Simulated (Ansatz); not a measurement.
System: Sr₃Cl₄.

```cif
data_structure
_symmetry_space_group_name_H-M 'P 1'
_symmetry_Int_Tables_number 1
_cell_length_a 5.9715
_cell_length_b 5.9715
_cell_length_c 5.9715
_cell_angle_alpha 90.000
_cell_angle_beta 90.000
_cell_angle_gamma 90.000
_cell_volume 212.94
loop_
_atom_site_label
_atom_site_type_symbol
_atom_site_fract_x
_atom_site_fract_y
_atom_site_fract_z
_atom_site_occupancy
Sr1 Sr 0.50000 0.00000 0.00000 1
Sr2 Sr 0.00000 0.50000 0.00000 1
Sr3 Sr 0.00000 0.00000 0.50000 1
Cl1 Cl 0.00000 0.50000 0.50000 1
Cl2 Cl 0.50000 0.00000 0.50000 1
Cl3 Cl 0.50000 0.50000 0.00000 1
Cl4 Cl 0.00000 0.00000 0.00000 1
```

Space group Pm-3m; a structure generated by program, which may or may not match a known phase.

The calculation used Ansatz 0.2.0, DFT PBE, scalar-relativistic, plane waves, PAW.

Q: What will maps of the valence pseudo-density and electron localisation function show?

A: Sr–Cl (2.99 Å): ρ is about 0.15 e/Å³ halfway; the ELF is about 0.10 at the midpoint (no shared electron pair shows on this line).

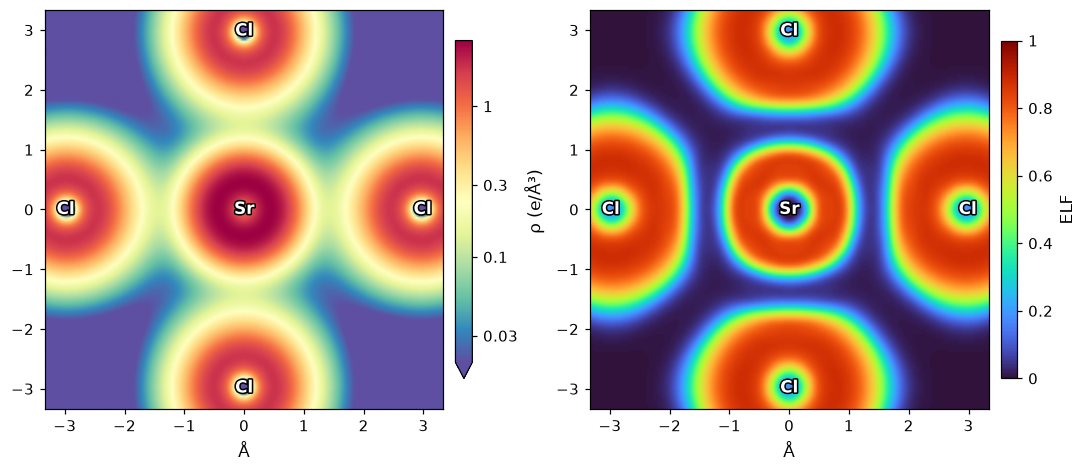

Computed valence pseudo-density and electron localisation function on the (010) plane of the conventional cell, in this order. 

Core electrons are frozen (PAW), and the valence fields are smoothed inside the atomic spheres.
